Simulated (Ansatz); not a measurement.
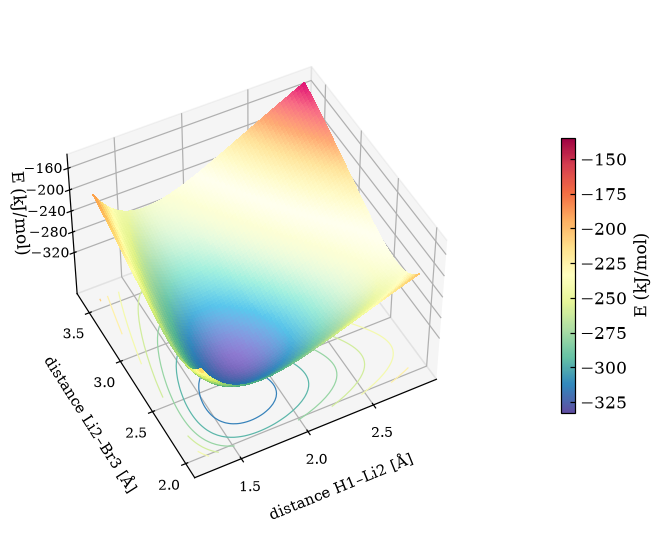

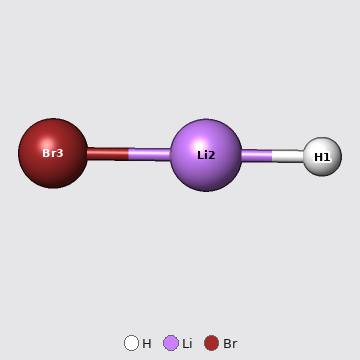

Energy landscape of the system H⁻ + LiBr. Coordinates scanned: (1) distance H1–Li2; (2) distance Li2–Br3. Nothing is relaxed (the angle H1–Li2–Br3 is fixed at 180 degrees). The scan uses an 11 × 11 grid. Energies are in kJ/mol, from H with charge -1 far from the relaxed LiBr (each part in its own basis). The reference is spin-restricted, so regions where a bond is pulled apart into radicals lie too high. These are results of RKS wB97X-V/def2-TZVPD (Ansatz 0.2.0), not measurements.

Drawn: a relief with its contours projected below. Between grid points the surface is interpolated. The second picture is the structure at the lowest point.

**Summarise what can be read from the map.**

The lowest grid point is at distance H1–Li2 = 1.758 Å, distance Li2–Br3 = 2.318 Å, −332 kJ/mol from H with charge -1 far from the relaxed LiBr (each part in its own basis). No other kind of well shows on this grid. The highest grid point, distance H1–Li2 = 2.872 Å, distance Li2–Br3 = 3.584 Å, lies 197 kJ/mol above the lowest. Round the minimum the two coordinates are weakly coupled (coupling 0.05 in units of the two stiffnesses).

The values on the grid:

```csv
"distance Li2–Br3 ↓, distance H1–Li2 →",1.272,1.352,1.469,1.606,1.758,1.922,2.096,2.278,2.469,2.667,2.872
3.584,−199,−225,−248,−258,−255,−244,−226,−205,−182,−158,−135
3.379,−210,−237,−260,−270,−268,−257,−240,−219,−197,−174,−151
3.181,−222,−249,−272,−283,−282,−271,−255,−235,−213,−190,−168
2.990,−235,−262,−285,−296,−296,−286,−270,−251,−229,−208,−186
2.808,−247,−274,−298,−309,−309,−300,−285,−266,−246,−225,−204
2.634,−257,−284,−309,−321,−321,−313,−298,−280,−261,−240,−220
2.470,−264,−292,−316,−329,−329,−322,−308,−291,−272,−252,−233
2.318,−265,−293,−317,−330,−332,−324,−311,−295,−277,−258,−239
2.181,−258,−285,−310,−323,−325,−318,−306,−290,−272,−254,−236
2.064,−242,−269,−294,−307,−309,−303,−291,−275,−258,−241,−223
1.984,−222,−250,−275,−288,−290,−284,−272,−257,−240,−223,−206
```

The input of one point:

```yaml
crystal:
  periodic: [false, false, false]
  atoms:
    - { symbol: H, position_ang: [-1.758, 0.0, 0.0] }
    - { symbol: Li, position_ang: [0.0, 0.0, 0.0] }
    - { symbol: Br, position_ang: [2.318, 0.0, 0.0] }
total_charge: -1
basis:
  gaussian: { orbitals: def2-TZVPD }
hamiltonian:
  xc: { name: wB97X-V }
output:
  forces: true
```

Each point was launched as `ansatz run input.yaml --threads 1 --pin off --max-ram 2560MiB --backend cpu --events-out ev --progress --plain --runs-dir out`. Time for the 121 points that were run: 9.9 min on 1 thread of Arm Neoverse V2, with other jobs on the host.
